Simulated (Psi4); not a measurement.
Geometry relaxation, with input and output: CO (part 2 of 3)

The same run, continued: CO, SMILES [C-]#[O+]; wB97X-D/pcseg-1, RKS (Psi4 1.11). The atoms were displaced at random from an optimised geometry.

Geometry of the input (Å):
```
C  0.4655  -0.2057  0.1861
O  -0.4679  0.1865  -0.2245
```

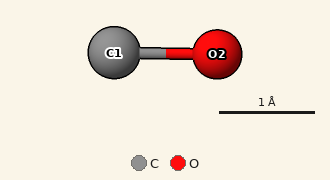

Fig. 1: The starting structure (ball-and-stick view, seen at an oblique angle; atoms are numbered from 1 in the order of the input).

Output, continued:
```
       Center              X                  Y                   Z               Mass
    ------------   -----------------  -----------------  -----------------  -----------------
         C            0.000000000000     0.000000000000     0.641307941796    12.000000000000
         O            0.000000000000    -0.000000000000    -0.481133878148    15.994914619570

  Running in c2v symmetry.

  Rotational constants: A = ************  B =      1.95157  C =      1.95157 [cm^-1]
  Rotational constants: A = ************  B =  58506.68558  C =  58506.68558 [MHz]
  Nuclear repulsion =   22.629686154628843

  Charge       = 0
  Multiplicity = 1
  Electrons    = 14
  Nalpha       = 7
  Nbeta        = 7

  ==> Algorithm <==

  SCF Algorithm Type is DF.
  DIIS enabled.
  MOM disabled.
  Fractional occupation disabled.
  Guess Type is READ.
  Energy threshold   = 1.00e-08
  Density threshold  = 1.00e-08
  Integral threshold = 1.00e-12

   => Molecular Quadrature <=

    Radial Scheme          =       TREUTLER
    Pruning Scheme         =           NONE
    Nuclear Scheme         =       TREUTLER

    Blocking Scheme        =         OCTREE
    BS radius alpha        =              1
    Pruning alpha          =              1
    Radial Points          =             75
    Spherical Points       =            302
    Total Points           =          43197
    Total Blocks           =            390
    Max Points             =            255
    Max Functions          =             28
    Weights Tolerance      =       1.00E-15

   => Loading Basis Set <=

    Name: PCSEG-1
    Role: ORBITAL
    Keyword: BASIS

  Reading orbitals from file scr/calc.system.3488388.180.npy, no projection.

  ==> MemDFJK: Density-Fitted J/K Matrices <==

    J tasked:                   Yes
    K tasked:                   Yes
    wK tasked:                  Yes
    Omega:                2.000E-01
    Memory [MiB]:              1110
    Algorithm:                 Core
    Schwarz Cutoff:           1E-12
    Mask sparsity (%):       0.0000
    Fitting Condition:        1E-10

   => Auxiliary Basis Set <=

  Basis Set: (PCSEG-1 AUX)
    Blend: DEF2-UNIVERSAL-JKFIT
    Number of shells: 50
    Number of basis functions: 152
    Number of Cartesian functions: 182
    Spherical Harmonics?: true
    Max angular momentum: 4

  Cached 100.0% of DFT collocation blocks in 0.034 [GiB].

  Minimum eigenvalue in the overlap matrix is 2.5395913249E-02.
  Reciprocal condition number of the overlap matrix is 7.9196598872E-03.
    Using symmetric orthogonalization.

  ==> Pre-Iterations <==

  SCF Guess: Orbitals guess was supplied from a previous computation.

   -------------------------------------------------------
    Irrep   Nso     Nmo     Nalpha   Nbeta   Ndocc  Nsocc
   -------------------------------------------------------
     A1        14      14       5       5       5       0
     A2         2       2       0       0       0       0
     B1         6       6       1       1       1       0
     B2         6       6       1       1       1       0
   -------------------------------------------------------
    Total      28      28       7       7       7       0
   -------------------------------------------------------

  ==> Iterations <==

                           Total Energy        Delta E     RMS |[F,P]|

   @DF-RKS iter   0:  -113.21535241626515   -1.13215e+02   8.06448e-03
   @DF-RKS iter   1:  -113.25349650605062   -3.81441e-02   2.18733e-03 ADIIS/DIIS
   @DF-RKS iter   2:  -113.25301182826759    4.84678e-04   3.25912e-03 ADIIS/DIIS
   @DF-RKS iter   3:  -113.25399908317786   -9.87255e-04   1.91163e-04 ADIIS/DIIS
   @DF-RKS iter   4:  -113.25400315729937   -4.07412e-06   4.05746e-05 DIIS
   @DF-RKS iter   5:  -113.25400333534444   -1.78045e-07   2.40731e-06 DIIS
   @DF-RKS iter   6:  -113.25400333652819   -1.18375e-09   2.94613e-07 DIIS
   @DF-RKS iter   7:  -113.25400333654218   -1.39977e-11   2.53986e-08 DIIS
   @DF-RKS iter   8:  -113.25400333654244   -2.55795e-13   2.12463e-09 DIIS
  Energy and wave function converged.

  ==> Post-Iterations <==

   Electrons on quadrature grid:
      Ntotal   =   13.9999995918 ; deviation = -4.082e-07

    Final Occupation by Irrep:
             A1    A2    B1    B2
    DOCC [     5,    0,    1,    1 ]
    NA   [     5,    0,    1,    1 ]
    NB   [     5,    0,    1,    1 ]

  @DF-RKS Final Energy:  -113.25400333654244

   => Energetics <=

    Nuclear Repulsion Energy =             22.6296861546288426
    One-Electron Energy =                -198.4807467319281500
    Two-Electron Energy =                  72.3068413674405974
    DFT Exchange-Correlation Energy =      -9.7097835058582582
    Empirical Dispersion Energy =          -0.0000006208254807
    VV10 Nonlocal Energy =                  0.0000000000000000
    Total Energy =                       -113.2540033365424392

Computation Completed

Properties will be evaluated at   0.000000,   0.000000,   0.000000 [a0]

Properties computed using the SCF density matrix

 Multipole Moments:

 ------------------------------------------------------------------------------------
     Multipole            Electronic (a.u.)      Nuclear  (a.u.)        Total (a.u.)
 ------------------------------------------------------------------------------------

 L = 1.  Multiply by 2.5417464519 to convert [e a0] to [Debye]
 Dipole X            :          0.0000000           -0.0000000           -0.0000000
 Dipole Y            :          0.0000000            0.0000000            0.0000000
 Dipole Z            :          0.0028961           -0.0023118            0.0005842
 Magnitude           :                                                    0.0005842

 ------------------------------------------------------------------------------------

	total time  =          1 seconds =       0.02 minutes

         ------------------------------------------------------------
                                   SCF GRAD
         ------------------------------------------------------------

  ==> Geometry <==

    Molecular point group: c2v
    Full point group: C_inf_v

    Geometry (in Angstrom), charge = 0, multiplicity = 1:

       Center              X                  Y                   Z               Mass
    ------------   -----------------  -----------------  -----------------  -----------------
         C            0.000000000000     0.000000000000     0.641307941796    12.000000000000
         O           -0.000000000000     0.000000000000    -0.481133878148    15.994914619570

  Nuclear repulsion =   22.629686154628843

   => Molecular Quadrature <=

    Radial Scheme          =       TREUTLER
    Pruning Scheme         =           NONE
    Nuclear Scheme         =       TREUTLER

    Blocking Scheme        =         OCTREE
    BS radius alpha        =              1
    Pruning alpha          =              1
    Radial Points          =             75
    Spherical Points       =            302
    Total Points           =          43197
    Total Blocks           =            390
    Max Points             =            255
    Max Functions          =             28
    Weights Tolerance      =       1.00E-15

  -Total Gradient:
     Atom            X                  Y                   Z
    ------   -----------------  -----------------  -----------------
       1        0.000000000000     0.000000000000    -0.018443297239
       2       -0.000000000000     0.000000000000     0.017928228042

	total time  =          0 seconds =       0.00 minutes

    			-----------------------------------------

    			 OPTKING 3.0: for geometry optimizations

    			        with contributions from

    			-----------------------------------------

	                            ===> Fragment 1 <==

	 Z (Atomic Numbers)          Masses                          Geom
	       6.000000            12.000000          0.00000000  0.00000000  1.21189637
	       8.000000            15.994915         -0.00000000  0.00000000 -0.90921126

	 - Coordinate -           - BOHR/RAD -       - ANG/DEG -
	 R(1,2)           =         2.121108           1.122442

	        --- Internal Coordinate Step in ANG or DEG, aJ/ANG or AJ/DEG ---
	-------------------------------------------------------------------------------
	           Coordinate      Previous         Force          Change          New
	           ----------      --------        ------          ------        ------
	               R(1,2)       1.12244        0.14983        0.00630       1.12874
	-------------------------------------------------------------------------------

	                                 ==> Convergence Check <==

	Measures of convergence in internal coordinates in au.

	Criteria marked as inactive (o), active & met (*), and active & unmet ( ).

	----------------------------------------------------------------------------------------------
	   Step    Total Energy     Delta E     Max Force     RMS Force      Max Disp      RMS Disp
	----------------------------------------------------------------------------------------------
	  Convergence Criteria     1.00e-06 *    3.00e-04 *             o    1.20e-03 *             o
	----------------------------------------------------------------------------------------------
	     2    -113.25400334   -3.38e-03      1.82e-02      1.82e-02 o    1.19e-02      1.19e-02 o  ~
	----------------------------------------------------------------------------------------------

Next Geometry in Ang
	Fragment 1 (Ang)

	    C   0.0000000000   0.0000000000   0.6444560008
	    O  -0.0000000000   0.0000000000  -0.4842819372

    Structure for next step:
    Molecular point group: c2v
    Full point group: C_inf_v

    Geometry (in Angstrom), charge = 0, multiplicity = 1:

    C            0.000000000000    -0.000000000000     0.644905233360
    O            0.000000000000     0.000000000000    -0.483832704606

gradient() will perform analytic gradient computation.

  ==> Geometry <==

    Molecular point group: c2v
    Full point group: C_inf_v

    Geometry (in Angstrom), charge = 0, multiplicity = 1:

       Center              X                  Y                   Z               Mass
    ------------   -----------------  -----------------  -----------------  -----------------
         C           -0.000000000000     0.000000000000     0.644905233360    12.000000000000
         O            0.000000000000     0.000000000000    -0.483832704606    15.994914619570

  Running in c2v symmetry.

  Rotational constants: A = ************  B =      1.92986  C =      1.92986 [cm^-1]
  Rotational constants: A = ************  B =  57855.80354  C =  57855.80354 [MHz]
  Nuclear repulsion =   22.503457408315555

  Charge       = 0
  Multiplicity = 1
  Electrons    = 14
  Nalpha       = 7
  Nbeta        = 7

   => Molecular Quadrature <=

    Radial Scheme          =       TREUTLER
    Pruning Scheme         =           NONE
    Nuclear Scheme         =       TREUTLER

    Blocking Scheme        =         OCTREE
    BS radius alpha        =              1
    Pruning alpha          =              1
    Radial Points          =             75
    Spherical Points       =            302
    Total Points           =          43206
    Total Blocks           =            387
    Max Points             =            256
    Max Functions          =             28
    Weights Tolerance      =       1.00E-15

   => Auxiliary Basis Set <=

  Basis Set: (PCSEG-1 AUX)
    Blend: DEF2-UNIVERSAL-JKFIT
    Number of shells: 50
    Number of basis functions: 152
    Number of Cartesian functions: 182
    Spherical Harmonics?: true
    Max angular momentum: 4

  Cached 100.0% of DFT collocation blocks in 0.034 [GiB].

  Minimum eigenvalue in the overlap matrix is 2.5638562302E-02.
  Reciprocal condition number of the overlap matrix is 8.0090516535E-03.
    Using symmetric orthogonalization.

  ==> Iterations <==

                           Total Energy        Delta E     RMS |[F,P]|

   @DF-RKS iter   0:  -113.24587585955514   -1.13246e+02   1.63228e-03
   @DF-RKS iter   1:  -113.25409818632093   -8.22233e-03   4.60659e-04 ADIIS/DIIS
   @DF-RKS iter   2:  -113.25407649413384    2.16922e-05   6.87678e-04 ADIIS/DIIS
   @DF-RKS iter   3:  -113.25412053826632   -4.40441e-05   3.88676e-05 DIIS
   @DF-RKS iter   4:  -113.25412070660884   -1.68343e-07   8.93551e-06 DIIS
   @DF-RKS iter   5:  -113.25412071522688   -8.61803e-09   5.31221e-07 DIIS
   @DF-RKS iter   6:  -113.25412071528496   -5.80798e-11   6.35247e-08 DIIS
   @DF-RKS iter   7:  -113.25412071528579   -8.38440e-13   5.41899e-09 DIIS
  Energy and wave function converged.

  ==> Post-Iterations <==

   Electrons on quadrature grid:
      Ntotal   =   13.9999995885 ; deviation = -4.115e-07

    Final Occupation by Irrep:
             A1    A2    B1    B2
    DOCC [     5,    0,    1,    1 ]
    NA   [     5,    0,    1,    1 ]
    NB   [     5,    0,    1,    1 ]

  @DF-RKS Final Energy:  -113.25412071528579

   => Energetics <=

    Nuclear Repulsion Energy =             22.5034574083155547
    One-Electron Energy =                -198.2414662709150832
    Two-Electron Energy =                  72.1884893903199725
    DFT Exchange-Correlation Energy =      -9.7046006009912720
    Empirical Dispersion Energy =          -0.0000006420149529
    VV10 Nonlocal Energy =                  0.0000000000000000
    Total Energy =                       -113.2541207152857936

Computation Completed

Properties will be evaluated at   0.000000,   0.000000,   0.000000 [a0]

Properties computed using the SCF density matrix

 Multipole Moments:

 ------------------------------------------------------------------------------------
     Multipole            Electronic (a.u.)      Nuclear  (a.u.)        Total (a.u.)
 ------------------------------------------------------------------------------------
```
